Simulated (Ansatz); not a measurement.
# CCSD/6-31G(d) (spherical functions) run of C2H7BO2 (SMILES COB(C)O)

What is the vertical singlet–triplet gap of C2H7BO2 at CCSD/6-31G* (spherical functions)? 

The results are computed with Ansatz 0.2.0.

43 further runs of the same task are left out: 43 set aside as unsound or not needed. Runs told in other sessions of the task aren't counted.

## 1. Starting point

C2H7BO2: 12 atoms, total charge 0, spin state singlet. SMILES: `COB(C)O`. The coordinates come from a PBE0-D4/def2-TZVP relaxation. This is one conformer, not always the lowest.

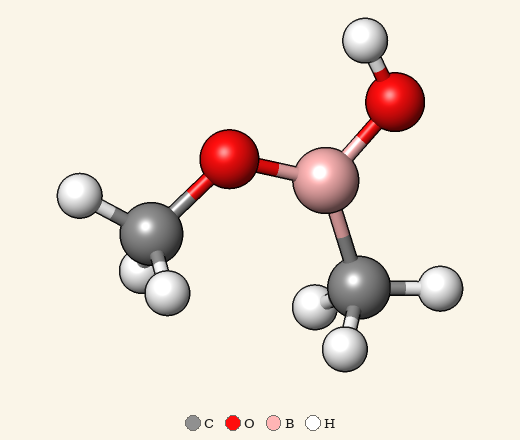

The structure, seen from a chosen angle (carbon grey, oxygen red, boron pink, hydrogen white).

## 2. A single-point energy at CCSD/6-31G(d) (spherical functions)

Input file run.yaml:

```yaml
crystal:
  periodic: [false, false, false]
  atoms:
    - symbol: C
      position_ang: [-0.385800, 1.104700, 1.227500]
    - symbol: O
      position_ang: [-0.288300, 1.094500, -0.177300]
    - symbol: B
      position_ang: [0.078500, -0.027600, -0.868600]
    - symbol: C
      position_ang: [0.403800, -1.405400, -0.192200]
    - symbol: O
      position_ang: [0.151500, 0.090300, -2.225400]
    - symbol: H
      position_ang: [0.601000, 1.027300, 1.694500]
    - symbol: H
      position_ang: [-1.011800, 0.286800, 1.596500]
    - symbol: H
      position_ang: [-0.837700, 2.051400, 1.525200]
    - symbol: H
      position_ang: [-0.473600, -1.805200, 0.327000]
    - symbol: H
      position_ang: [0.726300, -2.144900, -0.925200]
    - symbol: H
      position_ang: [1.187500, -1.307000, 0.565300]
    - symbol: H
      position_ang: [-0.074500, 0.980100, -2.513200]
basis:
  gaussian: {orbitals: 6-31G_st_-spherical.json}
correlation: {method: ccsd, frozen_orbitals: {B: 1, C: 1, H: 0, O: 1}}
accuracy: high
scf: {omitted_lower_state_checks: [cluster_reference, increment]}
```

The basis set 6-31G* is read from a file made from the Basis Set Exchange's data (not shown).

On the command line:

```console
$ ansatz run run.yaml --threads 1 --pin off --max-ram 2610MiB --events-out events.jsonl --progress --plain --runs-dir runs
```

The log of the run, cut to the lines that bear on the results:

```text
Warning: RAYON_NUM_THREADS=1 ignored (pool sized by the plan → 1); use --threads N
Functional definition: HF
  name "HF"
[...]
2076 factors; integrals over basis functions are off by at most 3.4e-9 eV
[...]
mean field -6920.51226790 eV, -254.3241349536 hartree, gradient 4.2e-8 eV, S^2 0.000000; 0 other end points of the search recorded, 0 dependent functions left out
5 core orbitals not correlated: weight in the atoms' cores, before any rotation towards them, 1.000 or more for the frozen orbitals, at most 0.000 for the correlated occupied ones
reference -6920.51226790 eV, -254.3241349536 hartree; 15, 15 occupied and 64, 64 virtual orbitals, 2076 factors
second order -18.61584053 eV of doubles, -0.00000000 eV of singles
cycle   1  -19.20046885 eV  change   -5.8e-1 eV  update   9.9e-2
[...]
cycle  20  -19.80109320 eV  change    1.5e-9 eV  update   1.9e-9
Total energy: -6940.31336110 eV, -255.0518117071 hartree
Checks for a lower state left out: cluster_reference, increment
```

Run time: 21 s. Hardware: 1 thread of Arm Neoverse V1, shared host; peak memory 0.51 GiB.

## 3. The triplet at the same level

Input file run.yaml:

```yaml
crystal:
  periodic: [false, false, false]
  atoms:
    - {symbol: C, position_ang: [-0.385800, 1.104700, 1.227500]}
    - {symbol: O, position_ang: [-0.288300, 1.094500, -0.177300]}
    - {symbol: B, position_ang: [0.078500, -0.027600, -0.868600]}
    - {symbol: C, position_ang: [0.403800, -1.405400, -0.192200]}
    - {symbol: O, position_ang: [0.151500, 0.090300, -2.225400]}
    - {symbol: H, position_ang: [0.601000, 1.027300, 1.694500]}
    - {symbol: H, position_ang: [-1.011800, 0.286800, 1.596500]}
    - {symbol: H, position_ang: [-0.837700, 2.051400, 1.525200]}
    - {symbol: H, position_ang: [-0.473600, -1.805200, 0.327000]}
    - {symbol: H, position_ang: [0.726300, -2.144900, -0.925200]}
    - {symbol: H, position_ang: [1.187500, -1.307000, 0.565300]}
    - {symbol: H, position_ang: [-0.074500, 0.980100, -2.513200]}
basis:
  gaussian:
    orbitals: 6-31G_st_-spherical.json
magnetization:
  spin_polarized: true
  initial_magnetization: 2
correlation:
  method: ccsd
  frozen_orbitals: {B: 1, C: 1, H: 0, O: 1}
accuracy: high
scf:
  omitted_lower_state_checks: [cluster_reference, increment]
```

The basis set 6-31G* is read from a file made from the Basis Set Exchange's data (not shown).

On the command line:

```console
$ ansatz run run.yaml --threads 1 --pin off --max-ram 2610MiB --events-out events.jsonl --progress --plain --runs-dir runs
```

The log of the run, cut to the lines that bear on the results:

```text
Warning: RAYON_NUM_THREADS=1 ignored (pool sized by the plan → 1); use --threads N
[... 2 set-up lines as earlier in the session ...]
[...]
2076 factors; integrals over basis functions are off by at most 3.4e-9 eV
[...]
mean field -6912.33554461 eV, -254.0236459149 hartree, gradient 2.4e-8 eV, S^2 2.021942; 8 other end points of the search recorded, 0 dependent functions left out
5 core orbitals not correlated: weight in the atoms' cores, before any rotation towards them, 1.000 or more for the frozen orbitals, at most 0.000 for the correlated occupied ones
reference -6912.33554461 eV, -254.0236459149 hartree; 16, 14 occupied and 63, 65 virtual orbitals, 2076 factors
second order -17.62719728 eV of doubles, -0.00000000 eV of singles
cycle   1  -18.50064910 eV  change   -8.7e-1 eV  update   1.2e-1
[...]
cycle  50  -19.39985819 eV  change   -1.2e-9 eV  update   2.0e-9
Total energy: -6931.73540279 eV, -254.7365775536 hartree
Checks for a lower state left out: cluster_reference, increment
```

It took 2.7 min on 1 thread of Arm Neoverse V1, shared host; peak memory 1 GiB.

## 4. Summary of results

Level: CCSD/6-31G* (spherical functions), 5 core orbitals frozen.

| quantity | value |
| --- | --- |
| singlet: total energy | -255.05181 Eh |
| singlet: correlation energy (5 core orbitals frozen) | -727.7 mEh |
| singlet: T1 diagnostic | 0.012 |
| triplet: total energy | -254.73658 Eh |
| triplet: correlation energy (5 core orbitals frozen) | -712.9 mEh |
| triplet: ⟨S²⟩ of the reference determinant | 2.022 |
| triplet: T1 diagnostic | 0.056 |
| vertical energy of the triplet above the singlet | 8.578 eV |

In words: At this shape the triplet lies 8.58 eV (828 kJ/mol) above the singlet. The T1 diagnostic (triplet) of 0.056 is above the customary mark for such species, so a single reference may not serve.
